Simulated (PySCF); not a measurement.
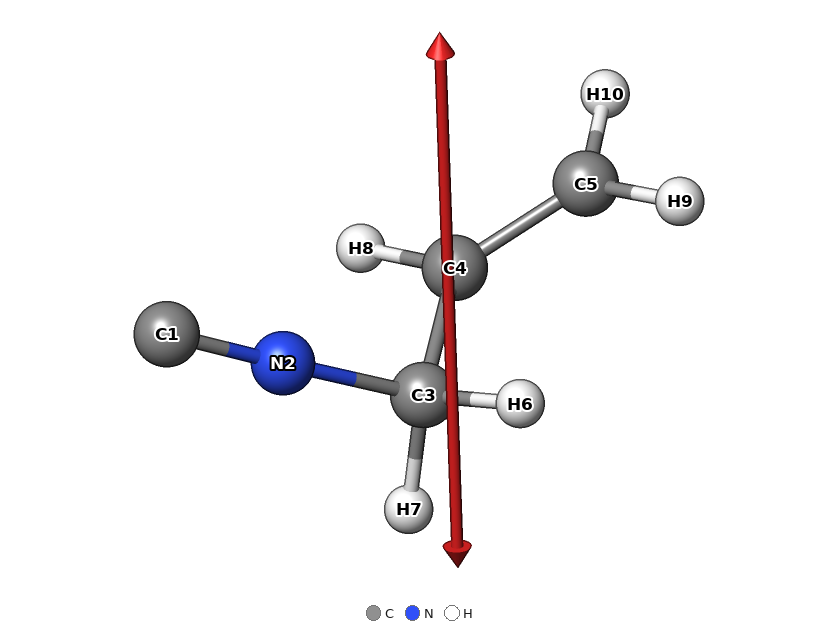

The double arrow shows the direction of the transition dipole to excited singlet state 2 (its length means nothing). Computed geometry: GFN2-xTB optimisation. No frequency run is at hand to confirm it as a minimum. Method: TDDFT CAM-B3LYP/def2-SVPD, vertical, gas phase, core orbitals frozen in the response (PySCF 2.14.0).

Question. Where does the transition lie, and how strong is it?

Answer. 7.80 eV (159 nm), oscillator strength 0.035, mainly HOMO → LUMO+1 (weight 0.87); transition dipole 1.09 D.
